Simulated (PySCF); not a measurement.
```xyz
9

C    -1.3154    0.0270   -0.3567
S     0.0549    1.1944   -0.2013
C     1.2984    0.0410    0.4149
F     1.5619   -0.9379   -0.4520
F     2.4181    0.7159    0.6351
F     0.9305   -0.5474    1.5539
H    -2.1622    0.6041   -0.7511
H    -1.0666   -0.7761   -1.0632
H    -1.5867   -0.3903    0.6221
```

Geometry: PBE0-D3(BJ)/def2-SVP.

The calculation used PBE0/pcSseg-1, SCF density, gas phase, non-relativistic (PySCF 2.14.0).

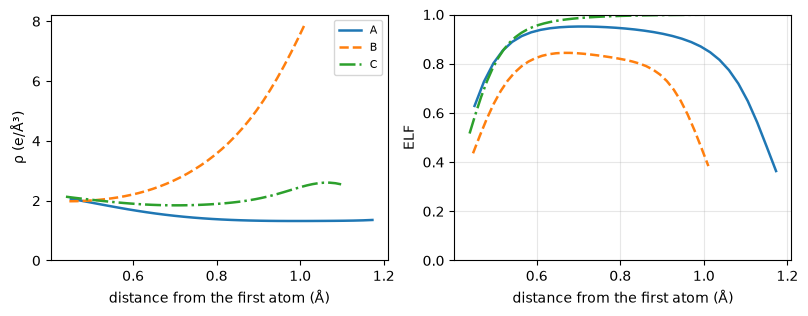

C$_{2}$H$_{3}$F$_{3}$S (SMILES CSC(F)(F)F). Total electron density and electron localisation function along straight lines between neighbouring atoms. The curves leave out the atomic cores.

Which curve belongs to which contact (C–F, C–H and C–S)? The first atom named is at distance zero.

Answer. Curve A: C–S (1.80 Å): ρ is about 1.3 e/Å³ halfway; the ELF peaks at about 0.95 between the atoms: a shared electron pair. Curve B: C–F (1.33 Å): ρ is about 2.5 e/Å³ halfway; the ELF peaks at about 0.85 between the atoms: a polar covalent bond. Curve C: C–H (1.10 Å): ρ at the midpoint is about 2 e/Å³; the ELF climbs to about 1 towards the hydrogen, as it does in any bond to H (a covalent bond by its length).
